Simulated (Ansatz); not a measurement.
BNH$_{5}$Cl: several calculations on one system

Part 1: Relaxation

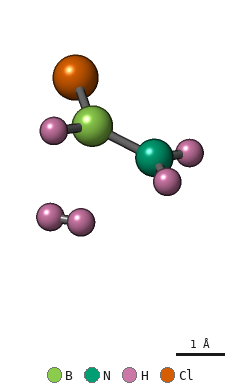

Starting structure of BNH5Cl. Style: ball-and-stick. Shown at a tilt.

The run prepares an end point of a later path (reaction) calculation, from a guessed geometry.

The calculation used Ansatz 0.2.0, RKS BLYP-D4/def2-SVP.

Input
```yaml
crystal:
  periodic: [false, false, false]
  atoms:
    - { symbol: B, position_ang: [-0.003505, -0.160006, 0.259428] }
    - { symbol: "N", position_ang: [0.006552, -0.282987, 1.725249] }
    - { symbol: H, position_ang: [-0.817461, -0.54533, 2.267466] }
    - { symbol: H, position_ang: [0.872565, -0.226273, 2.261217] }
    - { symbol: H, position_ang: [1.018753, 0.08601, -0.33271] }
    - { symbol: Cl, position_ang: [-1.511277, -0.448934, -0.644349] }
    - { symbol: H, position_ang: [-0.566443, 2.1687, 0.454137] }
    - { symbol: H, position_ang: [-0.369883, 1.86262, 1.074961] }
basis:
  gaussian: { orbitals: def2-SVP }
hamiltonian:
  xc: blyp
  dispersion: d4
relax:
  f_tol: 0.03
  max_steps: 50
```

Launched with:
```bash
ansatz run input.yaml --threads 2 --pin off --max-ram 3072MiB --backend cpu --events-out ev --progress --plain --runs-dir out
```

Predict the outcome.

The energy falls by 9.41 kcal/mol in 18 accepted moves (22 points after the start). The largest force component goes from 2.3 to 0.024 eV/Å. The line search rejected the trial steps at points 4, 12, 15, 18 of the run. The forces were under the threshold at step 6, but the run went on from there. The atom that moves furthest after the best rigid fit is H7 (1.53 Å). Largest moves by element: H 1.53 Å, Cl 0.98 Å, B 0.61 Å, N 0.34 Å. Among the contacts that change: B1–N2 1.471 → 1.400 Å, H7–H8 0.720 → 0.768 Å, B1–Cl6 1.781 → 1.790 Å. The run took 19 s on 2 threads of Arm Neoverse V2 (shared host), peak memory 0.13 GiB.

The structure at the end:

```xyz
8

B     0.0735   -0.7374    0.0919
N    -0.0455   -0.2385    1.3942
H    -0.9199   -0.2479    1.9236
H     0.7503    0.1411    1.9097
H     1.1339   -0.7197   -0.4875
Cl   -1.3600   -1.4164   -0.7368
H    -0.5457    3.2062    1.5771
H    -0.4573    2.4663    1.3931
```

The end point in the same view:

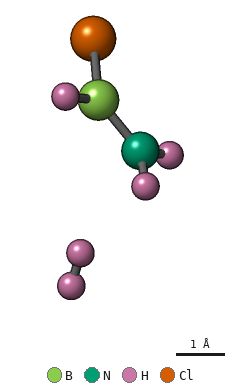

Limits of the set-up: the start holds two separate molecules, 2.2 Å apart at their closest, whose relative position is a soft coordinate.

Part 2: Relaxation

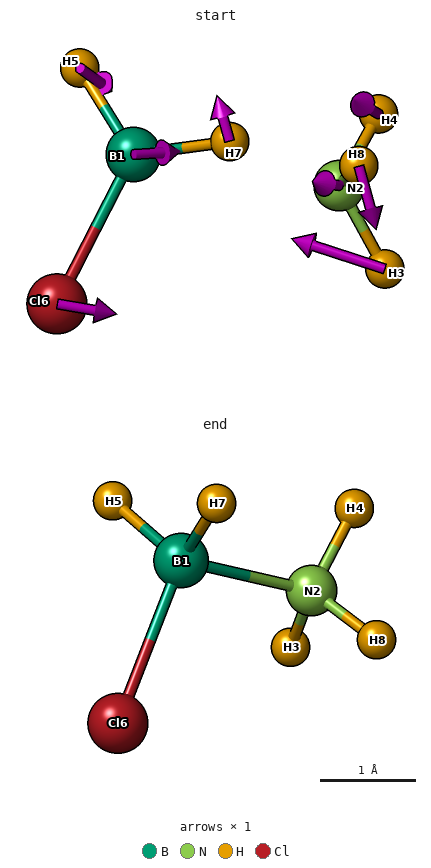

The structure of BNH5Cl before (top) and after (bottom) a relaxation, at one scale. The purple arrows give the displacements, at their true length.

The picture is a ball-and-stick view, seen at a tilt.

The run prepares an end point of a later path (reaction) calculation, from a guessed geometry.

Theory: Ansatz 0.2.0, RKS BLYP-D4/def2-SVP.

Input
```yaml
crystal:
  periodic: [false, false, false]
  atoms:
    - { symbol: B, position_ang: [-0.131701, 0.442719, -0.537185] }
    - { symbol: "N", position_ang: [-0.067574, 0.045908, 2.170571] }
    - { symbol: H, position_ang: [-0.853942, -0.191153, 2.789474] }
    - { symbol: H, position_ang: [0.796865, 0.020306, 2.728015] }
    - { symbol: H, position_ang: [0.945819, 0.001704, -0.853622] }
    - { symbol: Cl, position_ang: [-1.582676, -0.381733, -1.119242] }
    - { symbol: H, position_ang: [-0.274417, 1.485933, 0.036638] }
    - { symbol: H, position_ang: [-0.203073, 1.030117, 1.850751] }
basis:
  gaussian: { orbitals: def2-SVP }
hamiltonian:
  xc: blyp
  dispersion: d4
relax:
  f_tol: 0.03
  max_steps: 50
```

Launched with:
```bash
ansatz run input.yaml --threads 2 --pin off --max-ram 3072MiB --backend cpu --events-out ev --progress --plain --runs-dir out
```

Question: What changed between the two?

Answer: The largest move after the best rigid fit is that of H3, 1.06 Å. By element the largest moves are H 1.06 Å, Cl 0.65 Å, B 0.61 Å, N 0.52 Å. Near-neighbour distances that change, for instance: B1–N2 2.737 → 1.653 Å, B1–Cl6 1.767 → 1.879 Å, B1–H7 1.199 → 1.222 Å, B1–H5 1.207 → 1.222 Å. New bonds form, among them: B1–N2 (2.74 → 1.65 Å). Among the angles between lasting bonds that change: H5–B1–H7 123.4° → 115.7°, H5–B1–Cl6 118.4° → 112.9°. Over 22 accepted moves (24 points after the start) the energy falls by 106.5 kJ/mol. The largest force component goes from 0.57 to 0.0068 eV/Å. The line search rejected the trial steps at points 18, 22 of the run. The forces were under the threshold at step 9, but the run went on from there. Cost: 24 s on 2 threads of Arm Neoverse V2 (shared host), peak memory 0.13 GiB.

Part 3: Path

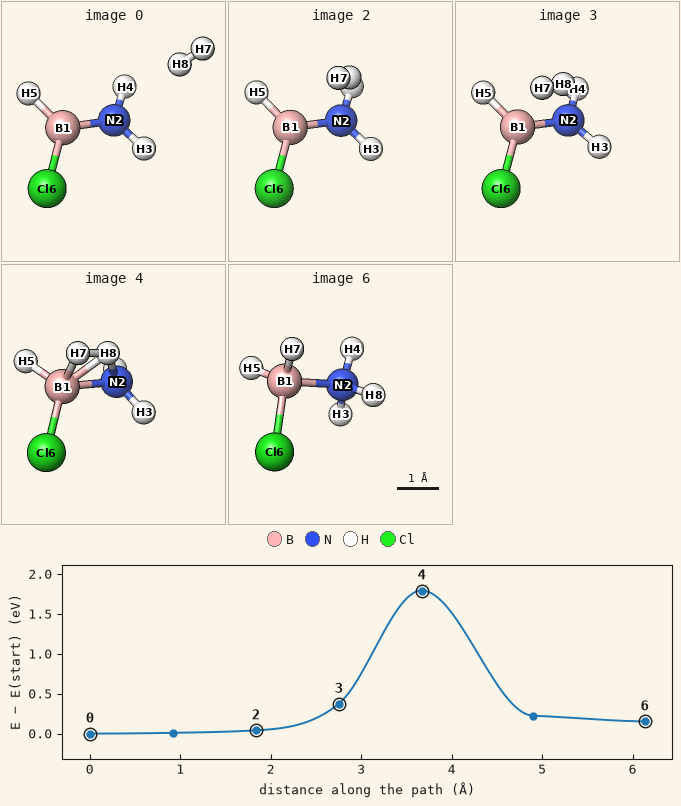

NEB run on BNH5Cl, made up at the start of BNH$_{3}$Cl and H$_{2}$. Images are numbered from 0 (start) to 6 (end). Style: ball-and-stick. Shown from a free direction.

Level of theory: RKS BLYP-D4/def2-SVP in Ansatz 0.2.0. Set-up: 5 movable images; climbing image; force threshold 0.05 eV/Å; iteration limit 60; starting path through a guess of the saddle point.

### What happens along the path, and what is the barrier?

Breaking: H7–H8 (0.77 → 1.03 at the top → 2.56 Å). Forming: B1–H7 (4.26 → 1.43 at the top → 1.22 Å), N2–H8 (2.74 → 1.39 at the top → 1.03 Å). The highest point, image 4, lies 1.79 eV above the start and 1.64 eV above the end; the end is at +0.15 eV relative to the start. The band is converged. At the top, the vibrational analysis gives one imaginary mode (1356i cm⁻¹), as a transition state must have.

Limits of the set-up: the start holds two separate molecules, 2.7 Å apart at their closest, whose relative position is a soft coordinate.

Cost: 66 s on 2 threads of Arm Neoverse V2, on a shared host, peak memory 0.13 GiB.
